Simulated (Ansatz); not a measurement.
Run report: Eu3Pd3H12N, geometry relaxation (part 1 of 3)

System: Eu3Pd3H12N (slab, 19 atoms in the cell).
Method: DFT PBE-D3(BJ), scalar-relativistic, plane waves, PAW, spin-polarised (Ansatz 0.2.0).

The structure derives from a Materials Project entry. The input holds or restrains some coordinates. Forces given for the steps count only the free coordinates. It belongs to a series of runs on one base structure; here: start relaxed.

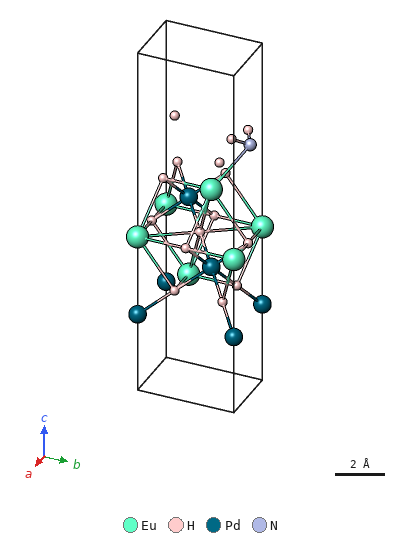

Fig. 1: The input geometry (ball-and-stick view of the cell of the calculation, with the vacuum cut short, seen slightly off an axis). An atom can appear more than once, as a periodic image.

### Summary

```tsv
quantity	value
outcome	converged under the restraints of the input
electrons treated	122
free energy	−47801.8868 eV
Fermi energy	3.429 eV
net moment of the cell	20.31 μB
integrated absolute moment	20.79 μB
final volume	459.85 Å³
largest force (length of the vector) at the end, held atoms and coordinates included	1.264 eV/Å
hardware	2 threads of Intel Xeon (Sapphire Rapids), 16 GiB of memory available, shared host
wall time	2.2 min (CPU time 4.2 min)
peak memory	1 GiB
```

### Remarks

Warnings of the run: the exchange-correlation potential is rough where the density is thin. The input asks for low accuracy. The k-point mesh is coarse for a cell of this size, so the results may not be converged.

### Input file
```yaml
accuracy: low
crystal:
  lattice:
    - [5.361504, 0.0, 0.0]
    - [2.680752, 4.643199, 0.0]
    - [0.0, 0.0, 18.472062]
  atoms:
    - { symbol: Eu, position: [0.3333333, 0.3333333, 0.1133827], spin: 7.0 }
    - { symbol: H, position: [0.8333333, 0.8333333, 0.1133827] }
    - { symbol: H, position: [0.8333333, 0.3333333, 0.1133827] }
    - { symbol: H, position: [0.3333333, 0.8333333, 0.1133827] }
    - { symbol: Pd, position: [0.0, 0.0, 0.0541358] }
    - { symbol: Eu, position: [1.0, 1.0, 0.2318765], spin: 7.0 }
    - { symbol: H, position: [0.5, 0.5, 0.2318765] }
    - { symbol: H, position: [0.5, 1.0, 0.2318765] }
    - { symbol: H, position: [1.0, 0.5, 0.2318765] }
    - { symbol: Pd, position: [0.6666667, 0.6666667, 0.1726296] }
    - { symbol: Eu, position: [0.6666667, 0.6666667, 0.3503703], spin: 7.0 }
    - { symbol: H, position: [0.1666667, 0.1666667, 0.3503703] }
    - { symbol: H, position: [0.1666667, 0.6666667, 0.3503703] }
    - { symbol: H, position: [0.6666667, 0.1666667, 0.3503703] }
    - { symbol: Pd, position: [0.3333333, 0.3333333, 0.2911234] }
    - { symbol: "N", position: [0.1546962, 0.919219, 0.4277845] }
    - { symbol: H, position: [0.0188012, 0.8572132, 0.4483561] }
    - { symbol: H, position: [0.3519484, 0.7841572, 0.4483561] }
    - { symbol: H, position: [0.0933391, 1.1162868, 0.4483561] }
magnetization:
  spin_polarized: true
basis:
  ecutwfc: 420.0
kpoints:
  mp_grid: { grid: [2, 2, 1] }
hamiltonian:
  xc: pbe
  dispersion: d3bj
scf:
  occupations: { method: fermi_dirac, width: 0.1 }
  lower_state_search: "off"
relax:
  f_tol: 0.08
  max_steps: 25
  adjacent_minimum: "off"
  constraints: [{ sites: [0, 1, 2, 3, 4] }]
output:
  write_density: true
  write_potential: true
  elf: true
  volumetric_format: npy
```

Run as:
```bash
ansatz run input.yaml --threads 2 --pin off --max-ram 5120MiB --backend cpu --events-out ev --progress --plain --runs-dir out
```

### Output
```
Engine: ansatz 0.2.0, x86_64-unknown-linux-gnu
Pseudopotentials: kind: paw
Pseudopotential: Eu, paw, valence charge 17, recommended cutoff 420 eV (normal), Eu.paw.azcp
Pseudopotential: H, paw, valence charge 1, recommended cutoff 420 eV (normal), H.paw.azcp
Pseudopotential: Pd, paw, valence charge 18, recommended cutoff 420 eV (normal), Pd.paw.azcp
Pseudopotential: N, paw, valence charge 5, recommended cutoff 420 eV (normal), N.paw.azcp
Functional definition: PBE
  parameter kappa = 0.804
  parameter beta = 0.06672455060314922
  exchange = pbe_x(kappa = kappa, mu = beta*pi^2/3)
  correlation = pbe_c(beta = beta)
Crystal: 19 atoms, lattice volume = 459.853 Å³
Basis set: ecut = 420 eV, 8959 PW (Γ), exchange–correlation on 72×72×250 points (8 copies of the dense FFT grid, shifted against one another)
Bands: 91, of which v1, the nominal top of the filled ones, is band 61 counted from 1 (60 counted from 0)
Symmetry: 1 space group operations
Space group: P1 (ITA 1), of the structure as read, at distance tolerance 7.7e-5 Å
Magnetic group: BNS 1.1 (UNI 1), of the structure as read, at distance tolerance 7.7e-5 Å
k-points: 4
Non-local potential: Eu, projectors of the file, l = 0: 3, l = 1: 2, l = 2: 2, l = 3: 3
Non-local potential: H, projectors of the file, l = 0: 2, l = 1: 1
Non-local potential: Pd, projectors of the file, l = 0: 2, l = 1: 2, l = 2: 2, l = 3: 1
Non-local potential: N, projectors of the file, l = 0: 2, l = 1: 2, l = 2: 1
PAW form: soft (Blöchl's): semilocal exchange-correlation on the pseudo side does not see the compensation charge
PAW one-centre angular grid: Eu, 590 points (default); XC on 64 Gauss nodes
PAW one-centre angular grid: H, 110 points (default); XC on 64 Gauss nodes
PAW one-centre angular grid: Pd, 590 points (default); XC on 64 Gauss nodes
PAW one-centre angular grid: N, 110 points (default); XC on 64 Gauss nodes
Initial density: superposition of atomic densities (neutral atoms: chi_scale 0, normalization atom)
Starting moments: Σ|m| = 21 μB on 3 of 19 sites
Initial wavefunctions: pseudopotential atomic-orbital guess
Functional: x = pbe(κ = 0.804, μ = 0.2195149727645171), c = pbe(β = 0.06672455060314922)
SCF iter   1: F=—  HF=-47812.430074 eV  |F-HF|=—  |Δ(HF+E_count)|=         —  Δρ=1.83e-1 (↑1.83e-1 ↓1.02e-1)  dr2=3.57e2  dr2_m=4.53e1  M=18.726 μB ∫|m|=19.644 μB  β_m=0.30  ethr=3.10e-3  ⟨swp⟩=8.4  Hψ=3393  notcnv=0  defer=2
preconditioner: auto → LDOS  [metal: Δε(μ)=0.066 eV  Ē_g=9.618 eV  σ=0.100 eV  W_gap=0.16  n_scr=78 (ndim 8)  ℏωp=16.6 eV  f_vac=0.494  D(μ)=30.20/eV (n_scr^D=302)]
spin=Collinear: LDOS preconditioning applied to the charge; magnetization (m = ρ↑ − ρ↓) channel mixes plain (no charge-response kernel on spin).
SCF iter   2: F=—  HF=-47804.164349 eV  |F-HF|=—  |Δ(HF+E_count)|=    8.27e0  Δρ=1.56e-1 (↑1.56e-1 ↓8.53e-2)  dr2=1.44e2  dr2_m=4.49e1  M=20.026 μB ∫|m|=20.681 μB  β_m=1.00  ethr=3.10e-3  ⟨swp⟩=3.1  Hψ=1594  notcnv=0  defer=46
SCF iter   3: F=—  HF=-47795.694404 eV  |F-HF|=—  |Δ(HF+E_count)|=    8.47e0  Δρ=9.58e-2 (↑9.58e-2 ↓5.04e-2)  dr2=2.23e1  dr2_m=2.11e1  M=21.398 μB ∫|m|=21.772 μB  β_m=1.00  ethr=3.10e-3  ⟨swp⟩=3.8  Hψ=1650  notcnv=0  defer=46
SCF iter   4: F=—  HF=-47794.097596 eV  |F-HF|=—  |Δ(HF+E_count)|=    1.60e0  Δρ=3.70e-2 (↑3.70e-2 ↓1.10e-2)  dr2=9.63e0  dr2_m=1.78e0  M=21.423 μB ∫|m|=21.715 μB  β_m=1.00  ethr=3.10e-3  ⟨swp⟩=3.9  Hψ=1669  notcnv=0  defer=26
SCF iter   5: F=—  HF=-47797.050356 eV  |F-HF|=—  |Δ(HF+E_count)|=    2.95e0  Δρ=9.82e-2 (↑9.82e-2 ↓5.33e-3)  dr2=6.37e1  dr2_m=1.01e1  M=19.465 μB ∫|m|=19.773 μB  β_m=0.30  ethr=3.10e-3  ⟨swp⟩=4.6  Hψ=1647  notcnv=0  defer=38
SCF iter   6: F=—  HF=-47798.606592 eV  |F-HF|=—  |Δ(HF+E_count)|=    1.56e0  Δρ=7.78e-2 (↑7.78e-2 ↓1.44e-2)  dr2=5.48e1  dr2_m=4.37e0  M=19.503 μB ∫|m|=19.828 μB  β_m=0.30  ethr=3.10e-3  ⟨swp⟩=2.1  Hψ=914  notcnv=0  defer=72
SCF iter   7: F=—  HF=-47799.628448 eV  |F-HF|=—  |Δ(HF+E_count)|=    1.02e0  Δρ=6.82e-2 (↑6.82e-2 ↓2.33e-2)  dr2=4.53e1  dr2_m=2.43e0  M=19.433 μB ∫|m|=19.669 μB  β_m=0.30  ethr=3.10e-3  ⟨swp⟩=3.5  Hψ=1277  notcnv=0  defer=79
SCF iter   8: F=—  HF=-47798.855411 eV  |F-HF|=—  |Δ(HF+E_count)|=   7.73e-1  Δρ=3.89e-2 (↑3.89e-2 ↓2.54e-2)  dr2=2.78e0  dr2_m=4.00e0  M=21.153 μB ∫|m|=21.473 μB  β_m=1.00  ethr=3.10e-3  ⟨swp⟩=4.5  Hψ=1821  notcnv=0  defer=76
SCF iter   9: F=—  HF=-47798.274745 eV  |F-HF|=—  |Δ(HF+E_count)|=   5.81e-1  Δρ=1.83e-2 (↑1.83e-2 ↓3.04e-3)  dr2=2.16e0  dr2_m=3.38e-1  M=21.074 μB ∫|m|=21.416 μB  β_m=1.00  ethr=2.28e-3  ⟨swp⟩=4.9  Hψ=1918  notcnv=0  defer=79
SCF iter  10: F=—  HF=-47799.359125 eV  |F-HF|=—  |Δ(HF+E_count)|=    1.08e0  Δρ=3.84e-2 (↑3.84e-2 ↓3.57e-3)  dr2=8.71e0  dr2_m=1.51e0  M=20.098 μB ∫|m|=20.546 μB  β_m=0.30  ethr=1.77e-3  ⟨swp⟩=4.4  Hψ=1676  notcnv=0  defer=72
SCF iter  11: F=—  HF=-47799.413977 eV  |F-HF|=—  |Δ(HF+E_count)|=   5.49e-2  Δρ=1.78e-2 (↑1.78e-2 ↓4.18e-3)  dr2=1.78e0  dr2_m=4.02e-1  M=20.880 μB ∫|m|=21.254 μB  β_m=0.30  ethr=1.77e-3  ⟨swp⟩=5.0  Hψ=1717  notcnv=0  defer=71
SCF iter  12: F=—  HF=-47799.477893 eV  |F-HF|=—  |Δ(HF+E_count)|=   6.39e-2  Δρ=1.30e-2 (↑1.30e-2 ↓3.03e-3)  dr2=1.24e0  dr2_m=1.81e-1  M=20.646 μB ∫|m|=21.064 μB  β_m=0.30  ethr=1.46e-3  ⟨swp⟩=3.9  Hψ=1136  notcnv=0  defer=77
SCF iter  13: F=—  HF=-47799.475669 eV  |F-HF|=—  |Δ(HF+E_count)|=   2.22e-3  Δρ=1.17e-2 (↑1.17e-2 ↓2.47e-3)  dr2=9.17e-1  dr2_m=1.45e-1  M=20.763 μB ∫|m|=21.165 μB  β_m=1.00  ethr=1.02e-3  ⟨swp⟩=3.2  Hψ=1001  notcnv=0  defer=78
SCF iter  14: F=—  HF=-47799.420285 eV  |F-HF|=—  |Δ(HF+E_count)|=   5.54e-2  Δρ=1.28e-2 (↑1.28e-2 ↓1.52e-3)  dr2=1.11e0  dr2_m=1.67e-1  M=20.261 μB ∫|m|=20.737 μB  β_m=0.30  ethr=7.52e-4  ⟨swp⟩=5.2  Hψ=1430  notcnv=0  defer=69
SCF iter  15: F=—  HF=-47799.669944 eV  |F-HF|=—  |Δ(HF+E_count)|=   2.50e-1  Δρ=4.81e-2 (↑4.81e-2 ↓2.39e-3)  dr2=1.47e1  dr2_m=2.46e0  M=19.861 μB ∫|m|=20.285 μB  β_m=0.30  ethr=7.52e-4  ⟨swp⟩=6.0  Hψ=1567  notcnv=0  defer=80
SCF iter  16: F=—  HF=-47799.422054 eV  |F-HF|=—  |Δ(HF+E_count)|=   2.48e-1  Δρ=1.43e-2 (↑1.43e-2 ↓5.21e-3)  dr2=5.49e-1  dr2_m=3.99e-1  M=20.633 μB ∫|m|=21.079 μB  β_m=0.30  ethr=7.52e-4  ⟨swp⟩=4.8  Hψ=1675  notcnv=0  defer=80
SCF iter  17: F=—  HF=-47799.424145 eV  |F-HF|=—  |Δ(HF+E_count)|=   2.09e-3  Δρ=1.21e-2 (↑1.21e-2 ↓3.48e-3)  dr2=4.97e-1  dr2_m=2.50e-1  M=20.568 μB ∫|m|=21.028 μB  β_m=0.30  ethr=4.50e-4  ⟨swp⟩=2.8  Hψ=864  notcnv=0  defer=80
Mixer restart at iter 17: flushing history
spin-set hold released at iteration 17 (site moments' squared step at or under half its running peak, from the soft ceiling on): the magnetisation degrees of freedom join the quasi-Newton model from the next iteration; the mixer history was flushed
SCF iter  18: F=—  HF=-47799.395541 eV  |F-HF|=—  |Δ(HF+E_count)|=   2.86e-2  Δρ=4.82e-3 (↑4.82e-3 ↓1.86e-3)  dr2=9.17e-2  dr2_m=4.40e-2  M=20.506 μB ∫|m|=20.981 μB  β_m=0.39  ethr=4.07e-4  ⟨swp⟩=3.9  Hψ=1198  notcnv=0  defer=77
SCF iter  19: F=—  HF=-47799.394036 eV  |F-HF|=—  |Δ(HF+E_count)|=   1.51e-3  Δρ=8.72e-4 (↑8.72e-4 ↓7.67e-4)  dr2=3.21e-3  dr2_m=2.05e-3  M=20.467 μB ∫|m|=20.952 μB  β_m=0.67  ethr=7.52e-5  ⟨swp⟩=1.9  Hψ=970  notcnv=0  defer=72
SCF iter  20: F=—  HF=-47799.395417 eV  |F-HF|=—  |Δ(HF+E_count)|=   1.38e-3  Δρ=1.46e-3 (↑1.46e-3 ↓2.82e-4)  dr2=1.11e-2  dr2_m=2.91e-3  M=20.491 μB ∫|m|=20.983 μB  β_m=0.67  ethr=2.63e-6  ⟨swp⟩=3.0  Hψ=1094  notcnv=0  defer=72
SCF iter  21: F=—  HF=-47799.395174 eV  |F-HF|=—  |Δ(HF+E_count)|=   2.43e-4  Δρ=4.63e-4 (↑4.63e-4 ↓1.11e-4)  dr2=9.53e-4  dr2_m=3.35e-4  M=20.474 μB ∫|m|=20.973 μB  β_m=0.83  ethr=2.63e-6  ⟨swp⟩=2.0  Hψ=817  notcnv=0  defer=72
SCF iter  22: F=—  HF=-47799.395188 eV  |F-HF|=—  |Δ(HF+E_count)|=   1.32e-5  Δρ=1.93e-4 (↑1.93e-4 ↓4.96e-5)  dr2=2.97e-4  dr2_m=2.84e-5  M=20.477 μB ∫|m|=20.980 μB  β_m=0.71  ethr=7.81e-7  ⟨swp⟩=1.6  Hψ=698  notcnv=0  defer=72
SCF iter  23: F=—  HF=-47799.395183 eV  |F-HF|=—  |Δ(HF+E_count)|=   4.34e-6  Δρ=1.61e-4 (↑1.61e-4 ↓3.45e-5)  dr2=1.88e-4  dr2_m=2.42e-5  M=20.477 μB ∫|m|=20.980 μB  β_m=0.64  ethr=2.43e-7  ⟨swp⟩=1.1  Hψ=688  notcnv=0  defer=72
SCF iter  24: F=-47799.395138 eV  HF=-47799.395178 eV  |F-HF|=3.99e-5  |Δ(HF+E_count)|=   4.94e-6  Δρ=7.46e-5 (↑7.46e-5 ↓1.65e-5)  dr2=3.96e-5  dr2_m=5.39e-6  M=20.476 μB ∫|m|=20.980 μB  ethr=8.20e-8  ⟨swp⟩=11.1  Hψ=5536  notcnv=0
[...]
  greatest PAW one-centre occupation: 1.000 electrons in one spin orbital (limit 2), on the Eu atom at site 0 (counted from 0), in its partial waves of l = 0
relax step   1: F+E_penalty+E_count = -47799.39513844 eV  Δ(F+E_penalty+E_count) = +0.000e0 eV  max|allowed force component| = 1.484e0 eV/Å  Δτ_max = 0.0000 Å  (24 SCF iters, dr2 threshold 1.00e-4 eV, accepted)
Initial density: handed on by an earlier stage of this run
Starting moments: Σ|m| = 21 μB on 3 of 19 sites; this step starts from the density that it was given
Initial wavefunctions: those handed on with the density
preconditioner: auto → LDOS  [metal: Δε(μ)=0.101 eV  Ē_g=10.054 eV  σ=0.100 eV  W_gap=0.24  n_scr=78 (ndim 8)  ℏωp=16.6 eV  f_vac=0.524  D(μ)=7.85/eV (n_scr^D=52)]
spin=Collinear: LDOS preconditioning applied to the charge; magnetization (m = ρ↑ − ρ↓) channel mixes plain (no charge-response kernel on spin).
relax step   2: F+E_penalty+E_count = -47800.38255070 eV  Δ(F+E_penalty+E_count) = -9.874e-1 eV  max|allowed force component| = 7.944e-1 eV/Å  Δτ_max = 0.1940 Å  (12 SCF iters, dr2 threshold 1.00e-4 eV, accepted)
preconditioner: auto → LDOS  [metal: Δε(μ)=0.074 eV  Ē_g=10.073 eV  σ=0.100 eV  W_gap=0.18  n_scr=78 (ndim 8)  ℏωp=16.6 eV  f_vac=0.523  D(μ)=8.26/eV (n_scr^D=52)]
spin=Collinear: LDOS preconditioning applied to the charge; magnetization (m = ρ↑ − ρ↓) channel mixes plain (no charge-response kernel on spin).
relax step   3: F+E_penalty+E_count = -47800.76426380 eV  Δ(F+E_penalty+E_count) = -3.817e-1 eV  max|allowed force component| = 7.289e-1 eV/Å  Δτ_max = 0.1950 Å  (7 SCF iters, dr2 threshold 3.94e-5 eV, accepted)
preconditioner: auto → LDOS  [metal: Δε(μ)=0.086 eV  Ē_g=10.066 eV  σ=0.100 eV  W_gap=0.21  n_scr=78 (ndim 8)  ℏωp=16.6 eV  f_vac=0.523  D(μ)=8.12/eV (n_scr^D=52)]
spin=Collinear: LDOS preconditioning applied to the charge; magnetization (m = ρ↑ − ρ↓) channel mixes plain (no charge-response kernel on spin).
relax step   4: F+E_penalty+E_count = -47801.06440884 eV  Δ(F+E_penalty+E_count) = -3.001e-1 eV  max|allowed force component| = 1.107e0 eV/Å  Δτ_max = 0.1978 Å  (8 SCF iters, dr2 threshold 1.00e-4 eV, accepted)
preconditioner: auto → LDOS  [metal: Δε(μ)=0.096 eV  Ē_g=10.064 eV  σ=0.100 eV  W_gap=0.23  n_scr=78 (ndim 8)  ℏωp=16.6 eV  f_vac=0.523  D(μ)=7.93/eV (n_scr^D=52)]
spin=Collinear: LDOS preconditioning applied to the charge; magnetization (m = ρ↑ − ρ↓) channel mixes plain (no charge-response kernel on spin).
```
